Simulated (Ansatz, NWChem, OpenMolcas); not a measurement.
Abstraction of Cl: GaH(CH3)Cl + SiHCl2 → GaH(CH3) + SiHCl3

Gas-phase species: GaH(CH3)Cl, singlet; SiHCl2 `Cl[SiH]Cl`, doublet; GaH(CH3), doublet; SiHCl3 (trichlorosilane) `Cl[SiH](Cl)Cl`, singlet. A radical takes Cl: the energy is the difference in strength between the Ga–Cl bond broken and the Si–Cl bond made.

Shapes, held fixed at every level: PBE0-D4/def2-TZVP. Programs: Ansatz 0.2.0, NWChem 7.3.0, OpenMolcas 26.06. A level may come from different programs for different species; with the same settings they agree closely. Electronic energies: no zero-point or thermal term.

```csv
level,kind,ΔE (kJ/mol)
HF/STO-3G,Hartree–Fock,-240.6
HF/3-21G,Hartree–Fock,+127.0
HF/def2-SVP,Hartree–Fock,+12.7
B3LYP/6-31G* (spherical functions),global hybrid,+10.5
PBE0/def2-SVP,global hybrid,+10.7
```

PBE0/def2-SVP gives ΔE = +10.7 kJ/mol; the levels span -240.6 to +127.0. They disagree on the sign: 4 of 5 are positive. The median of the levels is +10.7. No measured value is set beside it here. Spin contamination: GaH(CH3) (⟨S²⟩ up to 1.33). Open shells run unrestricted. Relativity is left out for Ga. Rows in sets without polarisation functions are far from converged.

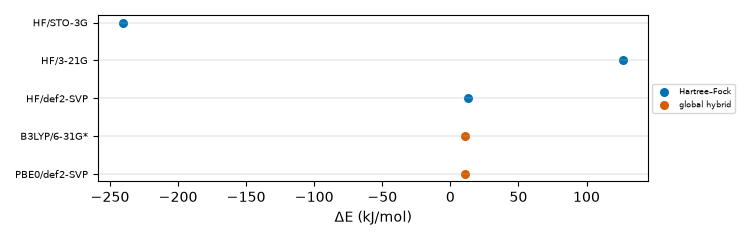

The values of the table, level by level.
